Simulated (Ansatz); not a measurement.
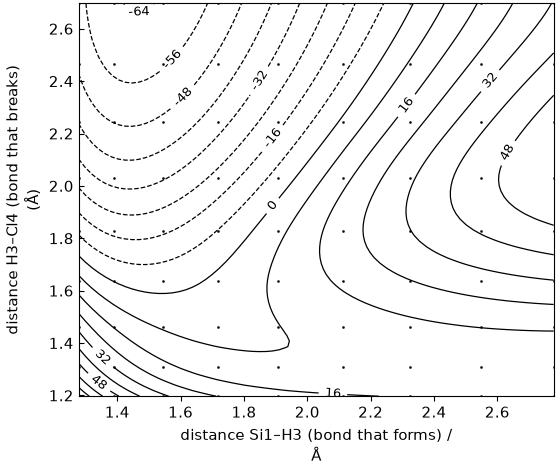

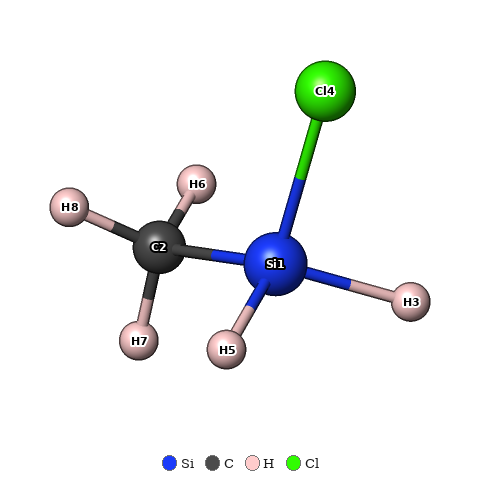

Energy landscape of the reacting system CH5ClSi (fragments CH₄Si + ClH where the first distance is long, CH₅ClSi where the second is long). First axis: distance Si1–H3 (bond that forms). Second axis: distance H3–Cl4 (bond that breaks). Relaxed at each point: all other coordinates. Grid: 9 × 9 points. Points are written as (first, second). Energies are in kcal/mol, from a guessed transition structure relaxed with its forming and breaking bonds held. The reference is spin-restricted, so regions where a bond is pulled apart into radicals lie too high. Computed with Ansatz 0.2.0, RKS r2SCAN-D4/def2-SVP.

The picture shows contour lines labelled in kcal/mol, dots at the grid points. Between grid points the surface is interpolated. The second picture is the structure at the lowest point.

Q: Where are the wells?

A: The lowest grid point is at (1.543 Å, 2.697 Å), −63 kcal/mol from a guessed transition structure relaxed with its forming and breaking bonds held. It lies at the edge of the scanned range, so the true minimum may lie outside. The highest grid point, (1.278 Å, 1.197 Å), lies 135 kcal/mol above the lowest. On the interpolated surface the lowest path from the side where the first distance is long, (2.778 Å, 1.308 Å), to the side where the second distance is long, about (1.47 Å, 2.70 Å), has its top at about (2.49 Å, 1.31 Å), about 0.47 kcal/mol above the start and 75 kcal/mol above the end.

The input of one point:

```yaml
crystal:
  periodic: [false, false, false]
  atoms:
    - { symbol: Si, position_ang: [-0.678002, -0.384913, -0.295413] }
    - { symbol: C, position_ang: [0.771593, 0.666057, 0.209579] }
    - { symbol: H, position_ang: [-0.49075, -1.276153, -1.540996] }
    - { symbol: Cl, position_ang: [-0.910722, -2.099228, 0.992772] }
    - { symbol: H, position_ang: [-1.932598, 0.416655, -0.307388] }
    - { symbol: H, position_ang: [1.698537, 0.073619, 0.227958] }
    - { symbol: H, position_ang: [0.911785, 1.500056, -0.497427] }
    - { symbol: H, position_ang: [0.630256, 1.103809, 1.210915] }
basis:
  gaussian: { orbitals: def2-SVP }
hamiltonian:
  xc: r2scan
  dispersion: d4
output:
  forces: true
relax:
  f_tol: 0.02
  max_steps: 50
  escape_saddle: false
  constraints: [{ distance: [0, 2] }, { distance: [2, 3] }]
scf:
  lower_state_search: "off"
```

Each point was launched as `ansatz run input.yaml --threads 1 --pin off --max-ram 2560MiB --backend cpu --events-out ev --progress --plain --runs-dir out`. The whole map (81 points run) took 19 min on 1 thread of Arm Neoverse V1 (shared host).
